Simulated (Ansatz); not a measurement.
**C2H4FNSi: density, localisation and related maps**

```xyz
9

F    -1.7396   -0.2949    1.5485
Si   -0.5934    0.3865    0.6693
C     1.1488   -0.2623    0.6486
N     1.1634   -0.4292   -0.6255
C    -0.2407   -0.2087   -1.0771
H    -0.7221    1.8523    0.8790
H     2.0518   -0.4028    1.2393
H    -0.6863   -1.1606   -1.3719
H    -0.2934    0.4735   -1.9275
```

Geometry: PBE0-D4/def2-TZVP.

All numbers below come from RKS PBE0-D4/def2-TZVPP in Ansatz 0.2.0.

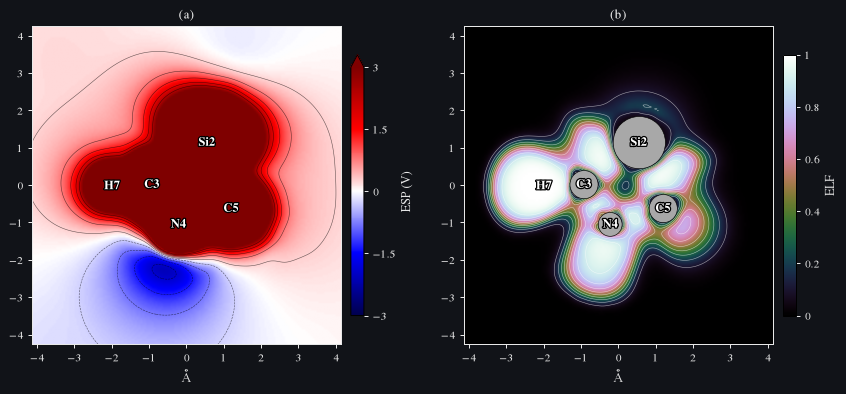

Figure 1. (a) electrostatic potential; (b) ELF on the plane of atoms C3, Si2 and C5. Grey discs cover the atomic cores in the ELF map.

> What do the fields say about this system?

The section cuts through Si, C, N and H sites. C–N (1.29 Å): the ELF peaks at about 0.90 between the atoms (a covalent bond). C–Si (1.86 Å): the ELF peaks at about 0.95 between the atoms, as expected for a covalent bond. C–H (1.09 Å): the ELF climbs to about 1 towards the hydrogen, as it does in any bond to H; an ordinary covalent bond to hydrogen. The ELF also peaks beside N4, away from the bonds: lone-pair regions. Outside the dense part of the molecule the potential is most negative (−2.1 V) near N4.

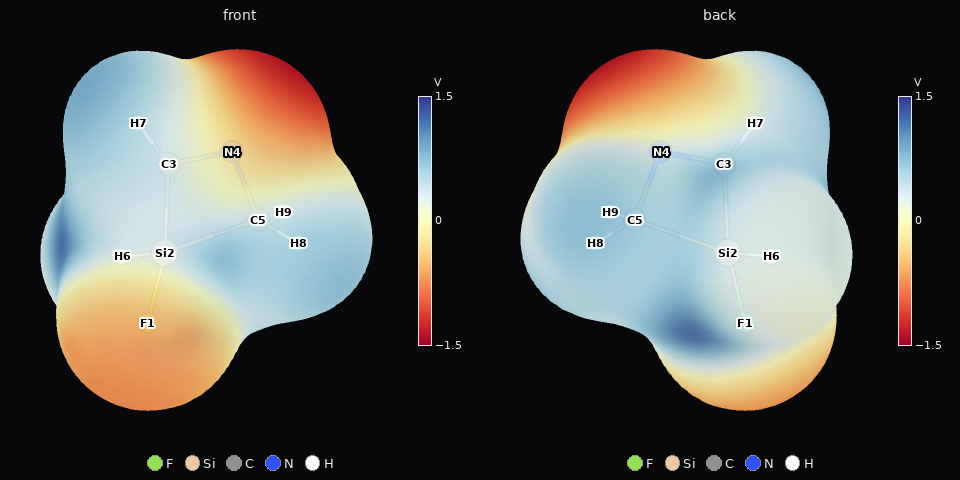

Figure 2. The electrostatic potential painted on the density surface at 0.001 e/bohr³, seen from the front and from behind; the colour scale runs from red (negative) to blue (positive).

> Where is the surface potential most negative and most positive?

The most negative region (about −1.3 V, or −30 kcal/mol for a unit charge) lies over N4, the most positive (about +1.2 V, or +28 kcal/mol for a unit charge) over Si2. N4 is the likeliest acceptor of a hydrogen bond.

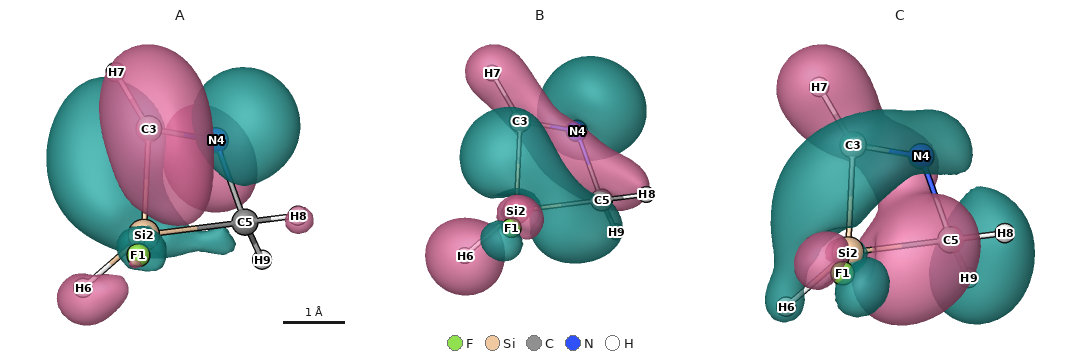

Figure 3. Three frontier orbitals at ±0.1 Å⁻³ᐟ² (teal and pink are the two phases), in no order.

> Order the three orbitals by energy and name them.

C is the HOMO−1 (−9.12 eV). It lies mainly on C5 (about 30 %), C3 (about 20 %), Si2 (about 20 %), N4 (about 10 %) and H9 (about 10 %). B is the HOMO (−7.17 eV). By Hirshfeld shares it lies mainly on N4 (about 50 %), Si2 (about 15 %), C3 (about 15 %) and C5 (about 10 %). A is the LUMO (−1.21 eV). Its weight (Hirshfeld) is mainly on N4 (about 35 %), C3 (about 30 %) and Si2 (about 15 %); π-antibonding (π*) across N4–C3.

> What is the HOMO–LUMO gap?

5.96 eV between the orbital energies.

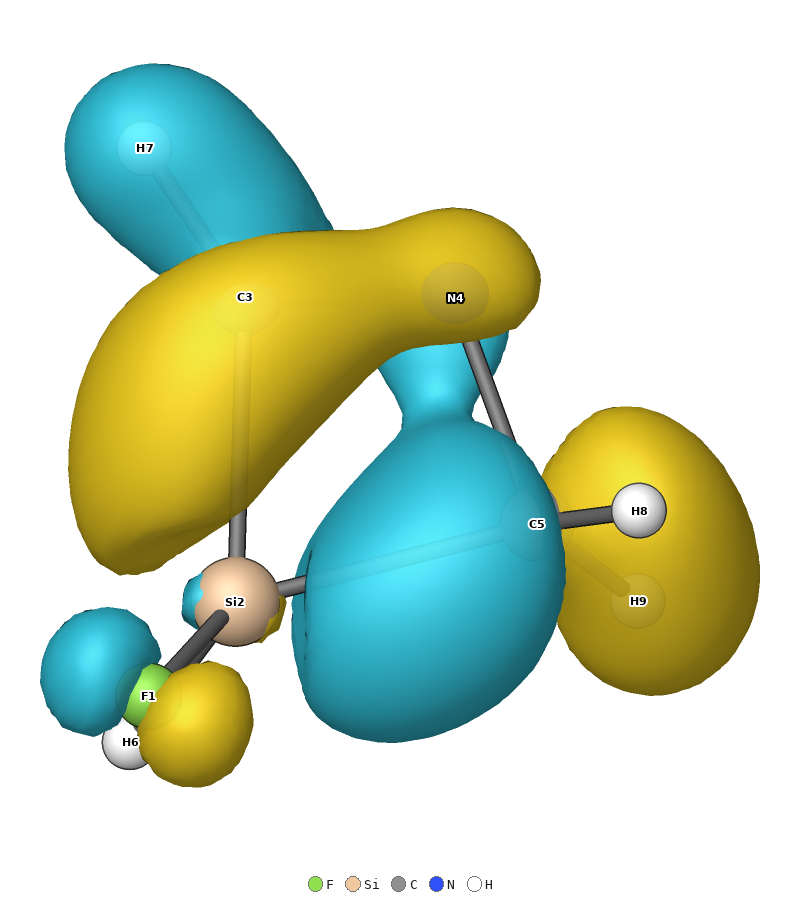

Figure 4. The HOMO−1 at ±0.15 Å⁻³ᐟ² (yellow and cyan are the two phases), seen at a tilt.

> Describe this orbital and give its energy.

By Hirshfeld shares it lies mainly on C5 (about 30 %), C3 (about 20 %), Si2 (about 20 %), N4 (about 10 %) and H9 (about 10 %). Its energy is −9.12 eV.
